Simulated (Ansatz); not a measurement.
**CH₅Al (triplet): correlated methods under varied settings at distance Al1–H4 along a hydrogen transfer = 1.764 Å**

What do other methods and options give for CH₅Al (triplet) at this geometry, and how long do they take?

The runs use Ansatz 0.2.0, Gaussian basis; the settings change from run to run.

7 further runs of the same task are left out: 1 for a mislabelled method, 6 that didn't finish.

### Step 1. The geometry

The geometry derives from fragments relaxed apart (PBE0/def2-TZVP) and kept rigid, so it is no stationary point. A hydrogen atom is moved between rigid fragments.

7 atoms, charge 0, spin multiplicity 3.

Atoms are counted from 1 here; the program's logs count them from 0.

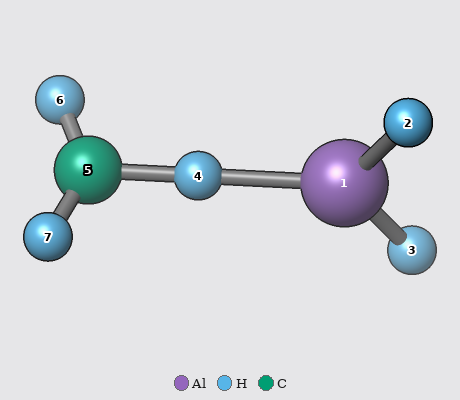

The structure; aluminium purple, hydrogen blue, carbon teal; atoms are numbered from 1 in the order of the file.

Coordinates:

```xyz
7
charge 0, multiplicity 3
Al   -1.00802    0.00000    0.00000
H    -1.80095    1.37338    0.00000
H    -1.80095   -1.37338    0.00000
H     0.75598    0.00000    0.00000
C     2.08398    0.00000    0.00000
H     2.49844    0.00000    0.99616
H     2.49844    0.00000   -0.99616
```

### Step 2. CCSDT(Q)/B on ROHF/STO-3G

Input file in.yaml:

```yaml
crystal:
  periodic: [false, false, false]
  atoms:
    - {symbol: Al, position_ang: [-1.008024, 0.000000, 0.000000]}
    - {symbol: H, position_ang: [-1.800948, 1.373384, 0.000000]}
    - {symbol: H, position_ang: [-1.800948, -1.373384, 0.000000]}
    - {symbol: H, position_ang: [0.755976, 0.000000, 0.000000]}
    - {symbol: C, position_ang: [2.083976, 0.000000, 0.000000]}
    - {symbol: H, position_ang: [2.498444, 0.000000, 0.996161]}
    - {symbol: H, position_ang: [2.498444, 0.000000, -0.996161]}
basis:
  gaussian: {orbitals: STO-3G}
magnetization: {spin_polarized: false, initial_magnetization: 2}
hamiltonian: {pseudopotentials: {relativity: scalar}}
correlation: {method: ccsdt_q_b, electrons: outside_noble_gas}
```

Command:

```sh
$ ansatz run in.yaml --threads 1 --pin off --events-out ev --progress --plain --max-ram 2393MiB
```

What it wrote, cut to the lines that bear on the results:

```text
Functional definition: HF
  name "HF"
  cite "Fock, Z. Phys. 61, 126 (1930) doi:10.1007/BF01340294"
  parent pbe
[...]
308 factors; integrals over basis functions are off by at most 2.9e-8 eV
[...]
mean field -7604.32140990 eV, -279.4536574197 hartree, gradient 7.3e-6 eV, S^2 2.000000; 0 other end points of the search recorded, 0 dependent functions left out
[...]
6 core orbitals not correlated: weight in the atoms' cores, before any rotation towards them, 0.999 or more for the frozen orbitals, at most 0.000 for the correlated occupied ones
reference -7604.32140990 eV, -279.4536574197 hartree; 7, 5 occupied and 6, 8 virtual orbitals, 308 factors
second order -1.91406792 eV of doubles, -0.17625487 eV of singles
cycle   1  -2.73851228 eV  change   -6.4e-1 eV  update   6.8e-2
[...]
cycle  13  -3.15422886 eV  change   -1.4e-6 eV  update   7.6e-7
perturbative correction -0.00102638 eV, -0.0000377187 hartree
Total energy: -7607.47666514 eV, -279.5696109109 hartree
Relativity: scalar
```

Run time: 2.9 s. Hardware: 1 thread of Arm Neoverse V2, shared host.

From the report: correlation -3.1553 eV; T1 0.024; largest double amplitude 0.06.

### Step 3. BCCD(T) on UHF/cc-pVDZ

in.yaml: that of step 2 with these lines changed.

```diff
@@ -11,5 +11,6 @@
 basis:
-  gaussian: {orbitals: STO-3G}
-magnetization: {spin_polarized: false, initial_magnetization: 2}
-hamiltonian: {pseudopotentials: {relativity: scalar}}
-correlation: {method: ccsdt_q_b, electrons: outside_noble_gas}
+  gaussian: {orbitals: cc-pVDZ}
+magnetization: {spin_polarized: true, initial_magnetization: 2}
+correlation: {method: bccd_t, electrons: outside_noble_gas}
+accuracy: high
+output: {forces: true}
```

Same command.

What it wrote, cut to the lines that bear on the results:

```text
Functional definition: HF
  name "HF"
  cite "Fock, Z. Phys. 61, 126 (1930) doi:10.1007/BF01340294"
  parent pbe
[...]
1261 factors; integrals over basis functions are off by at most 3.6e-9 eV
[...]
mean field -7688.14351775 eV, -282.5340630666 hartree, gradient 3.2e-8 eV, S^2 2.041926; 3 other end points of the search recorded, 0 dependent functions left out
determinant -7688.14351775 eV, -282.5340630666 hartree, with singles and doubles -7694.51782634 eV, -282.7683145864 hartree
determinant -7686.91204629 eV, -282.4888073249 hartree, with singles and doubles -7693.45655202 eV, -282.7293134745 hartree
6 core orbitals not correlated: weight in the atoms' cores, before any rotation towards them, 1.000 or more for the frozen orbitals, at most 0.000 for the correlated occupied ones
reference -7688.14351775 eV, -282.5340630666 hartree; 7, 5 occupied and 44, 46 virtual orbitals, 1261 factors
second order -5.17268901 eV of doubles, -0.00000000 eV of singles
cycle   1  -6.36990197 eV  change    4.4e-3 eV  update   3.8e-3
[...]
cycle  19  -6.36948074 eV  change   3.4e-10 eV  update  6.7e-10
perturbative correction -0.13701649 eV, -0.0050352632 hartree
[...]
Total energy: -7694.65001499 eV, -282.7731724296 hartree
Atom 0 at    -1.008024     0.000000     0.000000 Å, force    -1.072130     0.000000     0.000000 eV/Å
Atom 1 at    -1.800948     1.373384     0.000000 Å, force    -0.218059     0.176033    -0.000000 eV/Å
Atom 2 at    -1.800948    -1.373384     0.000000 Å, force    -0.218059    -0.176033    -0.000000 eV/Å
Atom 3 at     0.755976     0.000000     0.000000 Å, force     2.415227    -0.000000    -0.000000 eV/Å
Atom 4 at     2.083976     0.000000     0.000000 Å, force    -2.587275    -0.000000     0.000000 eV/Å
Atom 5 at     2.498444     0.000000     0.996161 Å, force     0.840148     0.000000     0.375384 eV/Å
Atom 6 at     2.498444     0.000000    -0.996161 Å, force     0.840148     0.000000    -0.375384 eV/Å
Dipole moment:     0.182947    -0.000000     0.000000 e Å
```

Wall time 27 s (1 thread of Arm Neoverse V2, shared host); peak memory 0.61 GiB.

From the report: ⟨S²⟩ of the determinant 2.042 (pure triplet: 2.00); correlation -6.5065 eV; largest double amplitude 0.03.

### Step 4. CCSD(T) on UHF/cc-pVDZ

in.yaml: that of step 3 with these lines changed.

```diff
@@ -13,3 +13,4 @@
 magnetization: {spin_polarized: true, initial_magnetization: 2}
-correlation: {method: bccd_t, electrons: outside_noble_gas}
+hamiltonian: {pseudopotentials: {relativity: scalar}}
+correlation: {method: ccsd_t, electrons: outside_noble_gas}
 accuracy: high
```

The command is unchanged.

What it wrote, cut to the lines that bear on the results:

```text
Functional definition: HF
  name "HF"
  cite "Fock, Z. Phys. 61, 126 (1930) doi:10.1007/BF01340294"
  parent pbe
[...]
1260 factors; integrals over basis functions are off by at most 1.0e-8 eV
[...]
mean field -7699.26811729 eV, -282.9428845590 hartree, gradient 3.2e-8 eV, S^2 2.042030; 3 other end points of the search recorded, 0 dependent functions left out
determinant -7699.26811729 eV, -282.9428845590 hartree, with singles and doubles -7705.64413069 eV, -283.1771987298 hartree
determinant -7698.02885075 eV, -282.8973423537 hartree, with singles and doubles -7704.57587498 eV, -283.1379410563 hartree
6 core orbitals not correlated: weight in the atoms' cores, before any rotation towards them, 1.000 or more for the frozen orbitals, at most 0.000 for the correlated occupied ones
reference -7699.26811729 eV, -282.9428845590 hartree; 7, 5 occupied and 44, 46 virtual orbitals, 1260 factors
[...]
cycle   1  -6.37608660 eV  change   -7.3e-5 eV  update   5.7e-4
[...]
cycle  17  -6.37629632 eV  change   5.1e-10 eV  update  8.2e-10
perturbative correction -0.13071468 eV, -0.0048036759 hartree
[...]
Total energy: -7705.77512828 eV, -283.1820128025 hartree
Relativity: scalar
Atom 0 at    -1.008024     0.000000     0.000000 Å, force    -1.076568    -0.000000     0.000000 eV/Å
Atom 1 at    -1.800948     1.373384     0.000000 Å, force    -0.212881     0.167403    -0.000000 eV/Å
Atom 2 at    -1.800948    -1.373384     0.000000 Å, force    -0.212881    -0.167403    -0.000000 eV/Å
Atom 3 at     0.755976     0.000000     0.000000 Å, force     2.422313    -0.000000     0.000000 eV/Å
Atom 4 at     2.083976     0.000000     0.000000 Å, force    -2.595169    -0.000000     0.000000 eV/Å
Atom 5 at     2.498444     0.000000     0.996161 Å, force     0.837593    -0.000000     0.367290 eV/Å
Atom 6 at     2.498444     0.000000    -0.996161 Å, force     0.837593     0.000000    -0.367290 eV/Å
Dipole moment:     0.182903     0.000000    -0.000000 e Å
```

Wall time 21 s (1 thread of Arm Neoverse V2, shared host); peak memory 0.44 GiB.

From the report: ⟨S²⟩ of the determinant 2.042 (pure triplet: 2.00); correlation -6.5070 eV; T1 0.016; largest double amplitude 0.03.

### Step 5. All runs side by side

Where basis and cores are those of an earlier UCCSDT(Q)/cc-pVDZ run (-7694.6843 eV), and the state is the same kind, the miss against it is given.

```
                                     level         correlated  functions  energy (eV)  from UCCSDT(Q) (meV)   time
CCSDT(Q)/B on ROHF/STO-3G (relativity set)  outside noble gas         19   -7607.4767                        2.9 s
                    BCCD(T) on UHF/cc-pVDZ  outside noble gas         57   -7694.6500                  34.3   27 s
   CCSD(T) on UHF/cc-pVDZ (relativity set)  outside noble gas         57   -7705.7751                         21 s
```

### Step 6. Summary of results

```
quantity                                              value
    runs                                                  3
quickest  CCSDT(Q)/B on ROHF/STO-3G (relativity set), 2.9 s
 slowest                       BCCD(T) on UHF/cc-pVDZ, 27 s
```

What this shows: Total energies in different bases, with other cores or another treatment of relativity can't be set against each other. BCCD(T) on UHF/cc-pVDZ took 9 times as long as CCSDT(Q)/B on ROHF/STO-3G (relativity set); the jobs differ in more than the method.
